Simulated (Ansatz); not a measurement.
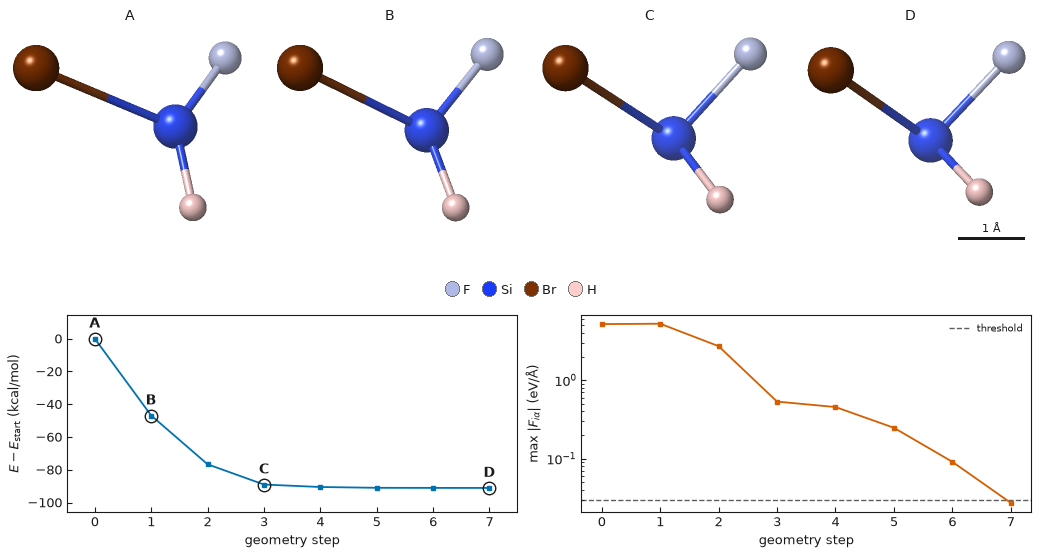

Frames of a relaxation of SiHBrF (charge −1), marked on the history of the run. Style: ball-and-stick. Shown at a tilt.

It is one of the separated reactants of a reaction.

Computed with RKS PBE-D4/def2-SVPD in Ansatz 0.2.0.

The input:
```yaml
crystal:
  periodic: [false, false, false]
  atoms:
    - {symbol: F, position_ang: [-1.259245, -0.434801, 1.073734]}
    - {symbol: Si, position_ang: [-0.374106, 0.069077, -0.080551]}
    - {symbol: Br, position_ang: [2.116590, -0.630982, 0.065298]}
    - {symbol: H, position_ang: [-0.483239, 0.996706, -1.058482]}
basis:
  gaussian: {orbitals: def2-SVPD}
total_charge: -1
hamiltonian: {xc: pbe, dispersion: d4}
relax: {f_tol: 0.03, max_steps: 250}
```

Command:
```bash
ansatz run in.yaml --threads 2 --pin off --events-out ev --progress --plain --max-ram 4352MiB
```

> What happens along the run?

After 7 geometry steps the energy has fallen by 91.1 kcal/mol. The largest force component goes from 5.2 to 0.027 eV/Å. The largest move after the best rigid fit is that of Si2, 0.63 Å. Largest moves by element: Si 0.63 Å, H 0.31 Å, F 0.29 Å, Br 0.23 Å. Near-neighbour distances that change, for instance: Si2–H4 1.352 → 1.569 Å, F1–Si2 1.539 → 1.740 Å, Si2–Br3 2.591 → 2.487 Å. Bond angles that change, for instance: F1–Si2–H4 136.1° → 94.7°, F1–Si2–Br3 115.0° → 98.3°, Br3–Si2–H4 107.7° → 91.1°. Cost: 12 s on 2 threads of Arm Neoverse V2, on a shared host. From step 0 to 1: Si2 moves most (0.19 Å), energy −46.9 kcal/mol. From step 1 to 3: Si2 moves most (0.39 Å), energy −42.1 kcal/mol. From step 3 to 7: H4 moves most (0.11 Å), energy −2.08 kcal/mol.
